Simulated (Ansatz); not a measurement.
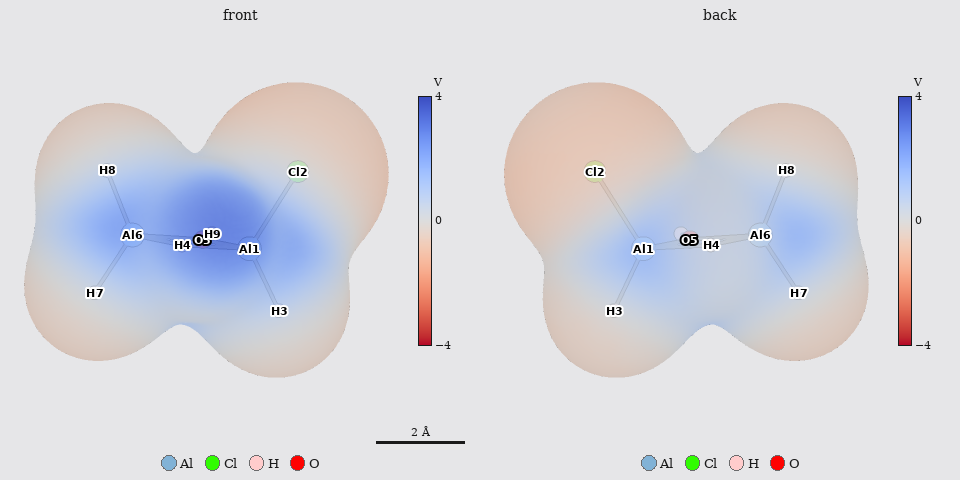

Al$_{2}$ClH$_{5}$O. The molecular electrostatic potential painted on the density surface at 0.001 e/bohr³, seen from the front and from behind; the colour scale runs from red (negative) to blue (positive).

Method: RKS r2SCAN-D4/def2-SVP in Ansatz.

Input

```
crystal:
  periodic: [false, false, false]
  atoms:
    - { symbol: Al, position_ang: [0.076052, 0.314607, 0.018545] }
    - { symbol: Cl, position_ang: [0.038207, 0.576031, 2.205579] }
    - { symbol: H, position_ang: [1.490414, 0.418676, -0.664089] }
    - { symbol: H, position_ang: [-1.321493, 0.222931, -0.705962] }
    - { symbol: O, position_ang: [0.085864, -2.493484, 0.951158] }
    - { symbol: Al, position_ang: [-0.755435, -3.597635, -0.055212] }
    - { symbol: H, position_ang: [0.08826, -4.822253, -0.592632] }
    - { symbol: H, position_ang: [-2.268751, -3.307009, -0.43696] }
    - { symbol: H, position_ang: [-0.185819, -1.934965, 1.710573] }
basis:
  gaussian: { orbitals: def2-SVP }
hamiltonian:
  xc: r2scan
  dispersion: d4
relax:
  f_tol: 0.03
  max_steps: 50
output:
  orbitals: {}
```

Launched as:

```sh
ansatz run input.yaml --threads 2 --pin off --max-ram 3072MiB --backend cpu --events-out ev --progress --plain --runs-dir out
```

The fields are those of the run's last geometry, not of the input's.

**Describe the electrostatic potential map.**

The most negative region (about −0.7 V) lies over Cl2, the most positive (about +3.0 V) over H9.
